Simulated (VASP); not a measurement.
Energy against volume of GaAs (zinc blende). Calculation: PBEsol GGA, VASP's PBE PAW potentials (set 64) (plane waves; VASP).

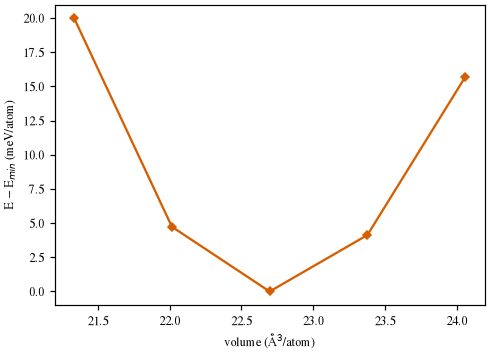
Fig. 1. Energy against volume

Estimate the equilibrium volume and the bulk modulus.

The minimum lies near 22.7 Å³/atom, and the curvature gives B0 of about 69 GPa.

Measured: bulk modulus 76.7 GPa at 0 K (computed value off by -9.8 %), as given by Daniel Mejia-Rodriguez et al., Physical Review B (2018), arXiv:1807.09216 [0 K value with the zero-point phonon effect removed]; a 5.640 Å at 0 K (computed value off by +0.4 %), as given by Daniel Mejia-Rodriguez et al., Physical Review B (2018), arXiv:1807.09216 [static lattice: zero-point anharmonic expansion removed].

The compound is GaAs in the zinc blende structure. It was relaxed first.
